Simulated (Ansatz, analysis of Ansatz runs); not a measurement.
# A hop of Be in MgB2C2 (Pnnm), charge +2

Wanted: path and barrier of a jump of Be in MgB2C2 (Pnnm) at charge +2. The case: Be_i hop between interstitial places, in a cell of 60 host atoms with 1 Be put in.

Program: Ansatz 0.2.0. Level of theory: plane-wave PAW DFT, PBEsol; nudged elastic band between two relaxed defect structures at fixed charge in a uniform background. Results are calculated unless marked as measured.

### 1. Starting point

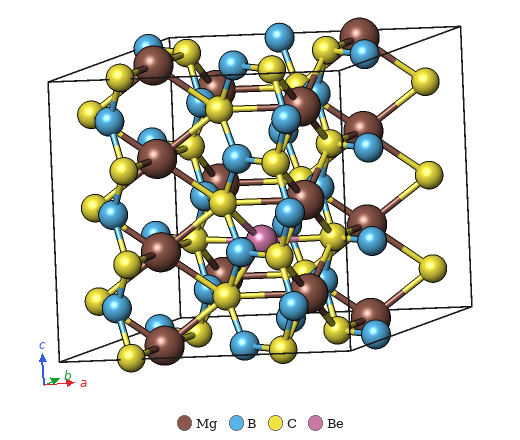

The cell as given, slightly off an axis (magnesium brown, boron blue, carbon yellow, beryllium pink). Some periodic images of atoms are drawn too.

The cell holds 61 atoms: 12 Mg, 24 B, 24 C and 1 Be. Cell: a = 8.529 Å, b = 8.529 Å, c = 8.298 Å, α = 90.0°, β = 90.0°, γ = 65.6°. It derives from MgB2C2 (space group Pnnm). Nearest the centre at fractional (0.770, 0.185, 0.333): Be61 at 1.37 Å, B32 at 1.61 Å, C38 at 1.78 Å, Mg23 at 1.94 Å, B30 at 1.98 Å, C15 at 2.53 Å, C35 at 2.53 Å, C13 at 2.53 Å. The cell carries charge +2.

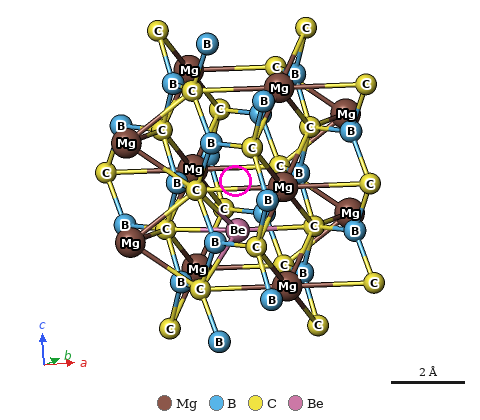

The atoms within 5 Å of the centre. A ring marks the middle of the ideal hop wherever no atom is near it.

The cell's shortest repeat is 8.3 Å.

### 2. Relaxation of the start point, charge +2

A barrier is counted from a minimum, so both ends are relaxed first. Small random displacements break the symmetry of the ideal sites, so that the defect can distort if it gains by it. The charge of +2 is set by the electron count, and a uniform background keeps the cell neutral.

The input, qp2.start/input.yaml:

```yaml
crystal:
  lattice:
    - [4.61704896, 7.1710112, 0.0]
    - [-4.61704896, 7.1710112, 0.0]
    - [0.0, 0.0, 8.29768847]
  atoms:
    - { symbol: Mg, position: [0.0, 0.5, 0.16666667] }
    - { symbol: Mg, position: [0.5, 0.0, 0.16666667] }
    - { symbol: Mg, position: [0.0, 0.0, 0.0] }
    - { symbol: Mg, position: [0.5, 0.5, 0.0] }
    - { symbol: B, position: [0.30686491, 0.42274145, 0.16666667] }
    - { symbol: B, position: [0.80686491, 0.92274145, 0.16666667] }
    - { symbol: B, position: [0.19313509, 0.07725855, 0.16666667] }
    - { symbol: B, position: [0.69313509, 0.57725855, 0.16666667] }
    - { symbol: B, position: [0.42274145, 0.80686491, 0.0] }
    - { symbol: B, position: [0.92274145, 0.30686491, 0.0] }
    - { symbol: B, position: [0.07725855, 0.69313509, 0.0] }
    - { symbol: B, position: [0.57725855, 0.19313509, 0.0] }
    - { symbol: C, position: [0.00257364, 0.21824658, 0.16666667] }
    - { symbol: C, position: [0.50257364, 0.71824658, 0.16666667] }
    - { symbol: C, position: [0.49742636, 0.28175342, 0.16666667] }
    - { symbol: C, position: [0.99742636, 0.78175342, 0.16666667] }
    - { symbol: C, position: [0.21824658, 0.50257364, 0.0] }
    - { symbol: C, position: [0.71824658, 0.00257364, 0.0] }
    - { symbol: C, position: [0.28175342, 0.99742636, 0.0] }
    - { symbol: C, position: [0.78175342, 0.49742636, 0.0] }
    - { symbol: Mg, position: [0.0, 0.5, 0.5] }
    - { symbol: Mg, position: [0.5, 0.0, 0.5] }
    - { symbol: Mg, position: [0.0, 0.0, 0.33333333] }
    - { symbol: Mg, position: [0.5, 0.5, 0.33333333] }
    - { symbol: B, position: [0.30686491, 0.42274145, 0.5] }
    - { symbol: B, position: [0.80686491, 0.92274145, 0.5] }
    - { symbol: B, position: [0.19313509, 0.07725855, 0.5] }
    - { symbol: B, position: [0.69313509, 0.57725855, 0.5] }
    - { symbol: B, position: [0.42274145, 0.80686491, 0.33333333] }
    - { symbol: B, position: [0.92274145, 0.30686491, 0.33333333] }
    - { symbol: B, position: [0.07725855, 0.69313509, 0.33333333] }
    - { symbol: B, position: [0.57725855, 0.19313509, 0.33333333] }
    - { symbol: C, position: [0.00257364, 0.21824658, 0.5] }
    - { symbol: C, position: [0.50257364, 0.71824658, 0.5] }
    - { symbol: C, position: [0.49742636, 0.28175342, 0.5] }
    - { symbol: C, position: [0.99742636, 0.78175342, 0.5] }
    - { symbol: C, position: [0.21824658, 0.50257364, 0.33333333] }
    - { symbol: C, position: [0.71824658, 0.00257364, 0.33333333] }
    - { symbol: C, position: [0.28175342, 0.99742636, 0.33333333] }
    - { symbol: C, position: [0.78175342, 0.49742636, 0.33333333] }
    - { symbol: Mg, position: [0.0, 0.5, 0.83333333] }
    - { symbol: Mg, position: [0.5, 0.0, 0.83333333] }
    - { symbol: Mg, position: [0.0, 0.0, 0.66666667] }
    - { symbol: Mg, position: [0.5, 0.5, 0.66666667] }
    - { symbol: B, position: [0.30686491, 0.42274145, 0.83333333] }
    - { symbol: B, position: [0.80686491, 0.92274145, 0.83333333] }
    - { symbol: B, position: [0.19313509, 0.07725855, 0.83333333] }
    - { symbol: B, position: [0.69313509, 0.57725855, 0.83333333] }
    - { symbol: B, position: [0.42274145, 0.80686491, 0.66666667] }
    - { symbol: B, position: [0.92274145, 0.30686491, 0.66666667] }
    - { symbol: B, position: [0.07725855, 0.69313509, 0.66666667] }
    - { symbol: B, position: [0.57725855, 0.19313509, 0.66666667] }
    - { symbol: C, position: [0.00257364, 0.21824658, 0.83333333] }
    - { symbol: C, position: [0.50257364, 0.71824658, 0.83333333] }
    - { symbol: C, position: [0.49742636, 0.28175342, 0.83333333] }
    - { symbol: C, position: [0.99742636, 0.78175342, 0.83333333] }
    - { symbol: C, position: [0.21824658, 0.50257364, 0.66666667] }
    - { symbol: C, position: [0.71824658, 0.00257364, 0.66666667] }
    - { symbol: C, position: [0.28175342, 0.99742636, 0.66666667] }
    - { symbol: C, position: [0.78175342, 0.49742636, 0.66666667] }
    - { symbol: Be, position: [0.769781, 0.184633, 0.167734] }
total_charge: 2
basis:
  ecutwfc: 420
  xc_grid: 2
hamiltonian:
  xc: pbesol
kpoints:
  mp_grid: { grid: [1, 1, 1], shift: [0.25, 0.25, 0.25] }
scf:
  occupations: { method: fixed }
  max_iter: 120
output:
  forces: true
relax:
  f_tol: 0.02
  max_steps: 70
  random_displacement: { amplitude: 0.03, seed: 7669 }
```

Started as:

```bash
ansatz run input.yaml --threads 4 --pin off --max-ram 7536MiB --backend cpu --events-out ev --progress --plain --runs-dir out
```

Numbers of over 12 decimals in the logs are rounded to 6 here.

The log of the run:

```text
[... repeated set-up lines and file paths are left out, and long positions are rounded to six places ...]
The last accepted step is kept in <dir> (removed where the run ends without a failure and the disk answers)
Engine: ansatz 0.2.0, aarch64-unknown-linux-gnu
Pseudopotentials: kind: paw
Pseudopotential: Mg, paw, valence charge 10, recommended cutoff 420 eV (normal), Mg.paw.azcp
Pseudopotential: B, paw, valence charge 3, recommended cutoff 420 eV (normal), B.paw.azcp
Pseudopotential: C, paw, valence charge 4, recommended cutoff 420 eV (normal), C.paw.azcp
Pseudopotential: Be, paw, valence charge 2, recommended cutoff 420 eV (normal), Be.paw.azcp
Functional definition: PBEsol
  exchange = pbesol_x
  correlation = pbesol_c
Crystal: 61 atoms, lattice volume = 549.455 Å³
Basis set: ecut = 420 eV, 10723 PW (Γ), exchange–correlation on 120×120×120 points (8 copies of the dense FFT grid, shifted against one another)
Bands: 205, of which v1, the nominal top of the filled ones, is band 144 counted from 1 (143 counted from 0)
Symmetry: 1 space group operations
k-points: 1
Non-local potential: Mg, projectors of the file, l = 0: 3, l = 1: 2, l = 2: 1
Non-local potential: B, projectors of the file, l = 0: 2, l = 1: 2, l = 2: 1
Non-local potential: C, projectors of the file, l = 0: 2, l = 1: 2, l = 2: 1
Non-local potential: Be, projectors of the file, l = 0: 2, l = 1: 2, l = 2: 1
PAW form: soft (Blöchl's): semilocal exchange-correlation on the pseudo side does not see the compensation charge
PAW frozen core: Mg, regenerated for the run's functional, and the local potential with it (the file was generated under x = pbe(κ = 0.804, μ = 0.219515), c = pbe(β = 0.066725))
PAW frozen core: B, regenerated for the run's functional, and the local potential with it (the file was generated under x = pbe(κ = 0.804, μ = 0.219515), c = pbe(β = 0.066725))
PAW frozen core: C, regenerated for the run's functional, and the local potential with it (the file was generated under x = pbe(κ = 0.804, μ = 0.219515), c = pbe(β = 0.066725))
PAW frozen core: Be, regenerated for the run's functional, and the local potential with it (the file was generated under x = pbe(κ = 0.804, μ = 0.219515), c = pbe(β = 0.066725))
PAW one-centre angular grid: Mg, 110 points (default); XC on 64 Gauss nodes
PAW one-centre angular grid: B, 110 points (default); XC on 64 Gauss nodes
PAW one-centre angular grid: C, 110 points (default); XC on 64 Gauss nodes
PAW one-centre angular grid: Be, 110 points (default); XC on 64 Gauss nodes
Initial density: superposition of atomic densities (neutral atoms scaled as one to the charged cell's electrons: chi_scale 0, normalization atom), corrected by the library's trained network
Initial wavefunctions: pseudopotential atomic-orbital guess
Functional: x = pbesol(κ = 0.804, μ = 0.123457), c = pbesol(β = 0.046)
SCF iter   1: F=—  HF=-32643.561826 eV  |F-HF|=—  |Δ(HF+E_count)|=         —  Δρ=1.44e-2  dr2=1.37e0  ethr=1.77e-3  ⟨swp⟩=5.0  Hψ=681  notcnv=0  defer=56
preconditioner: auto → Resta (q_TF=auto, 2.450 Å⁻¹)  ε∞=4.2  [insulator: Δε(μ)=1.231 eV  Ē_g=12.301 eV  n_scr=148 (ndim 8)  ℏωp=22.0 eV  f_vac=0.005  ε∞_Penn≈4.2]
SCF iter   2: F=—  HF=-32643.171022 eV  |F-HF|=—  |Δ(HF+E_count)|=   3.91e-1  Δρ=7.18e-3  dr2=3.37e-1  ethr=4.77e-4  ⟨swp⟩=3.0  Hψ=347  notcnv=0  defer=59
SCF iter   3: F=—  HF=-32643.035916 eV  |F-HF|=—  |Δ(HF+E_count)|=   1.35e-1  Δρ=1.64e-3  dr2=2.56e-2  ethr=1.17e-4  ⟨swp⟩=3.0  Hψ=296  notcnv=0  defer=38
automatic band count: iteration 3 solves 184 bands in place of 205: the levels show a gap, and the empty bands left out lie too high to hold charge; the band table lists the bands solved (type scf.n_extra_bands for more)
SCF iter   4: F=—  HF=-32643.027678 eV  |F-HF|=—  |Δ(HF+E_count)|=   8.24e-3  Δρ=4.13e-4  dr2=1.13e-3  ethr=8.90e-6  ⟨swp⟩=3.0  Hψ=296  notcnv=0  defer=38
SCF iter   5: F=—  HF=-32643.027620 eV  |F-HF|=—  |Δ(HF+E_count)|=   5.84e-5  Δρ=1.47e-4  dr2=1.10e-4  ethr=3.93e-7  ⟨swp⟩=3.0  Hψ=316  notcnv=0  defer=38
SCF iter   6: F=-32643.027631 eV  HF=-32643.027631 eV  |F-HF|=1.92e-7  |Δ(HF+E_count)|=   1.10e-5  Δρ=3.46e-5  dr2=9.55e-6  ethr=3.47e-9  ⟨swp⟩=3.0  Hψ=682  notcnv=0
SCF 1 converged in 6 iterations: F = -32643.027631 eV  dr2 = 9.55e-6
  greatest PAW one-centre occupation: 1.000 electrons in one spin orbital (limit 2), on the Mg atom at site 22 (counted from 0), in its partial waves of l = 0
relax step   1: F+E_penalty+E_count = -32643.02763103 eV  Δ(F+E_penalty+E_count) = +0.000e0 eV  max|allowed force component| = 2.585e0 eV/Å  Δτ_max = 0.0000 Å  (6 SCF iters, dr2 threshold 1.00e-5 eV, accepted)
[... the SCF cycles and remarks between the steps are left out from here to the last step ...]
relax step   2: F+E_penalty+E_count = -32644.57075736 eV  Δ(F+E_penalty+E_count) = -1.543e0 eV  max|allowed force component| = 1.266e0 eV/Å  Δτ_max = 0.1701 Å  (5 SCF iters, dr2 threshold 1.00e-4 eV, accepted)
relax step   3: F+E_penalty+E_count = -32644.94280127 eV  Δ(F+E_penalty+E_count) = -3.720e-1 eV  max|allowed force component| = 4.818e-1 eV/Å  Δτ_max = 0.2000 Å  (5 SCF iters, dr2 threshold 1.00e-4 eV, accepted)
relax step   4: F+E_penalty+E_count = -32644.96726185 eV  Δ(F+E_penalty+E_count) = -2.446e-2 eV  max|allowed force component| = 9.604e-1 eV/Å  Δτ_max = 0.1687 Å  (5 SCF iters, dr2 threshold 3.36e-5 eV, accepted)
relax step   5: F+E_penalty+E_count = -32645.05480849 eV  Δ(F+E_penalty+E_count) = -8.755e-2 eV  max|allowed force component| = 1.140e-1 eV/Å  Δτ_max = 0.0997 Å  (4 SCF iters, dr2 threshold 1.00e-4 eV, accepted)
relax step   6: F+E_penalty+E_count = -32645.06026070 eV  Δ(F+E_penalty+E_count) = -5.452e-3 eV  max|allowed force component| = 5.197e-2 eV/Å  Δτ_max = 0.0343 Å  (5 SCF iters, dr2 threshold 8.12e-7 eV, accepted)
relax step   7: F+E_penalty+E_count = -32645.06135162 eV  Δ(F+E_penalty+E_count) = -1.091e-3 eV  max|allowed force component| = 4.212e-2 eV/Å  Δτ_max = 0.0151 Å  (6 SCF iters, accepted)
relax step   8: F+E_penalty+E_count = -32645.06149707 eV  Δ(F+E_penalty+E_count) = -1.455e-4 eV  max|allowed force component| = 3.429e-2 eV/Å  Δτ_max = 0.0176 Å  (5 SCF iters, accepted)
relax step   9: F+E_penalty+E_count = -32645.06088277 eV  Δ(F+E_penalty+E_count) = +6.143e-4 eV  max|allowed force component| = 5.362e-2 eV/Å  Δτ_max = 0.0126 Å  (4 SCF iters, dr2 threshold 7.72e-7 eV, rejected (line search))
SCF iter   1: F=—  HF=-32645.061999 eV  |F-HF|=—  |Δ(HF+E_count)|=         —  Δρ=4.64e-4  dr2=1.01e-3  ethr=3.17e-6  ⟨swp⟩=3.0  Hψ=300  notcnv=0  defer=38
automatic band count: iteration 1 solves 184 bands in place of 205: the levels show a gap, and the empty bands left out lie too high to hold charge; the band table lists the bands solved (type scf.n_extra_bands for more)
SCF iter   2: F=—  HF=-32645.061720 eV  |F-HF|=—  |Δ(HF+E_count)|=   2.79e-4  Δρ=2.36e-4  dr2=2.50e-4  ethr=3.51e-7  ⟨swp⟩=2.0  Hψ=199  notcnv=0  defer=36
SCF iter   3: F=—  HF=-32645.061625 eV  |F-HF|=—  |Δ(HF+E_count)|=   9.41e-5  Δρ=2.65e-5  dr2=3.30e-6  ethr=8.68e-8  ⟨swp⟩=2.0  Hψ=269  notcnv=0  defer=34
SCF iter   4: F=—  HF=-32645.061738 eV  |F-HF|=—  |Δ(HF+E_count)|=   1.12e-4  Δρ=9.16e-6  dr2=4.17e-7  ethr=1.15e-9  ⟨swp⟩=2.0  Hψ=282  notcnv=0  defer=34
SCF iter   5: F=-32645.061738 eV  HF=-32645.061738 eV  |F-HF|=7.87e-9  |Δ(HF+E_count)|=   1.50e-8  Δρ=1.81e-6  dr2=2.71e-8  ethr=3.47e-11  ⟨swp⟩=4.0  Hψ=599  notcnv=0
SCF 10 converged in 5 iterations: F = -32645.061738 eV  dr2 = 2.71e-8
relax step  10: F+E_penalty+E_count = -32645.06173784 eV  Δ(F+E_penalty+E_count) = -2.408e-4 eV  max|allowed force component| = 6.098e-3 eV/Å  Δτ_max = 0.0061 Å  (5 SCF iters, accepted)
SCF converged after 5 iterations
Free energy (F): -32645.061738 eV
Harris-Foulkes:  -32645.061738 eV  (|F-HF|=7.87e-9)
Internal energy: -32645.061738 eV  (E = F + TS)
E sigma→0 (E₀):  -32645.061738 eV
Fermi energy:    7.976530 eV
--- Per-component energies (eV) ---
  E_band       = -3601.779347
  E_kinetic    = 4264.566475
  E_local      = -22452.920194  (includes V_loc(G=0)·N_el)
  E_nonlocal   = 2076.764088
  E_hartree    = 7926.245033
  E_xc         = -2278.690406
  E_vxc        = -2809.146098  (∫ρ·V_xc dr)
  E_paw        = -7522.226881  (= ΣΔE_a)
  E_vpaw       = -533.533653  (= ΣTr[D̂ρ^β])
  E_aug_tail   = 0.000094  (compensation charges beyond the density's cutoff)
  E_ewald      = -14660.375300
  E_core_change = 1.575353  (= ΣΔE_core)
  E_smearing   = -0.000000  (= −TS)
  E_closure    = 0.000000  (closes the sum)
  E_deformation_potential = 33.704247  (in the stress; not in F)
  Σ components = -32645.061738   (vs F -32645.061738, Δ=0.00e0)
--- Forces (eV/Å), atoms counted from 1 ---
  atom   1  Mg    -0.00090338     0.00055118     0.00010230
  atom   2  Mg    -0.00062179    -0.00045043     0.00094757
  [... 3 atoms left out ...]
  atom   6  B     -0.00047315     0.00088153     0.00022456
  [... 6 atoms left out ...]
  atom  13  C      0.00031550    -0.00120103     0.00255136
  [... 1 atom left out ...]
  atom  15  C     -0.00031768    -0.00055209     0.00005790
  [... 7 atoms left out ...]
  atom  23  Mg    -0.00233692     0.00065857     0.00064214
  [... 6 atoms left out ...]
  atom  30  B     -0.00020496     0.00112533    -0.00000891
  [... 1 atom left out ...]
  atom  32  B      0.00059790    -0.00046596     0.00043026
  atom  33  C      0.00065566     0.00030853     0.00096500
  [... 1 atom left out ...]
  atom  35  C     -0.00049736    -0.00069146    -0.00091509
  [... 2 atoms left out ...]
  atom  38  C      0.00088573     0.00054421     0.00003099
  [... 22 atoms left out ...]
  atom  61  Be     0.00038067    -0.00089749    -0.00609791
  max |Σ_I F_I| component: 1.18e-5 eV/Å
--- Relaxed structure (10 steps of the walk, 9 accepted, 0 SCFs on fresh bases) ---
  F+E_penalty+E_count = -32645.06173784 eV   max|allowed force component| = 6.098e-3 eV/Å
  atoms:
    - { symbol: Mg, position: [-0.004066, 0.496182, 0.166827] }
    - { symbol: Mg, position: [0.498792, 0.004254, 0.167189] }
    [... 3 atoms left out ...]
    - { symbol: B, position: [0.816136, 0.917827, 0.166924] }
    [... 6 atoms left out ...]
    - { symbol: C, position: [-0.026412, 0.204574, 0.167357] }
    [... 1 atom left out ...]
    - { symbol: C, position: [0.511924, 0.287951, 0.166867] }
    [... 7 atoms left out ...]
    - { symbol: Mg, position: [0.028719, -0.024395, 0.338571] }
    [... 6 atoms left out ...]
    - { symbol: B, position: [0.909115, 0.304311, 0.337366] }
    [... 1 atom left out ...]
    - { symbol: B, position: [0.580040, 0.197467, 0.337937] }
    - { symbol: C, position: [-0.005302, 0.217113, 0.500787] }
    [... 1 atom left out ...]
    - { symbol: C, position: [0.501406, 0.283537, 0.501560] }
    [... 2 atoms left out ...]
    - { symbol: C, position: [0.728522, 0.009183, 0.331190] }
    [... 22 atoms left out ...]
    - { symbol: Be, position: [0.759855, 0.175784, 0.165496] }
```

It took 67 s on 4 threads of Arm Neoverse N1, shared host; peak memory 0.86 GiB.

Step by step:

| step | energy less that of the first step (eV) | largest force component (eV/Å) |
| --- | --- | --- |
| 1 | 0.0000 | 2.5845 |
| 2 | -1.5431 | 1.2664 |
| 3 | -1.9152 | 0.4818 |
| 4 | -1.9396 | 0.9604 |
| 5 | -2.0272 | 0.1140 |
| 6 | -2.0326 | 0.0520 |
| 7 | -2.0337 | 0.0421 |
| 8 | -2.0339 | 0.0343 |
| 9 | -2.0333 | 0.0536 |
| 10 | -2.0341 | 0.0061 |

Relaxation step 9 was tried and not accepted.

The atoms that moved most (Å, from the sites as typed, ahead of the random displacement, the mean shift of all atoms taken out):

| atom | dx | dy | dz | length |
| --- | --- | --- | --- | --- |
| C13 | -0.068 | -0.305 | 0.003 | 0.313 |
| Mg3 | 0.253 | 0.032 | -0.044 | 0.258 |
| Mg23 | 0.248 | 0.032 | 0.041 | 0.253 |
| C15 | 0.041 | 0.149 | -0.001 | 0.154 |
| Be61 | -0.002 | -0.134 | -0.021 | 0.136 |
| B10 | -0.046 | -0.120 | -0.028 | 0.131 |
| B30 | -0.049 | -0.116 | 0.031 | 0.129 |
| C18 | 0.018 | 0.125 | 0.021 | 0.128 |

Neighbours of Be61 at the end:

| atom | distance (Å) |
| --- | --- |
| C15 | 1.927 |
| C13 | 1.938 |
| B12 | 2.035 |
| B6 | 2.049 |
| B32 | 2.049 |
| C18 | 2.053 |
| C38 | 2.072 |
| B10 | 2.433 |
| B30 | 2.452 |

Numbers from this step:

```yaml
free_energy: -32645.0617 eV
r_m_s_move_of_the_farther_half_of_the_atoms: 0.06842 Å
largest_move_from_the_ideal_geometry_of_this_structure_a_common_shift_of_the_far_atoms_taken_out: 0.3182 Å
```

The relaxation gained 2.034 eV and ended with a largest force component of 0.0061 eV/Å.

(Continued in part 2 of 5.)

[Logs are printed without paths, hosts, clocks, repeated set-up lines and the standing remarks that a program may print on its own settings, such as how far it seeks lower states.]

[Hosts, paths, dates, database ids (printed as entryN), source tags and the programs' standing remarks are cut or masked in the printed files.]
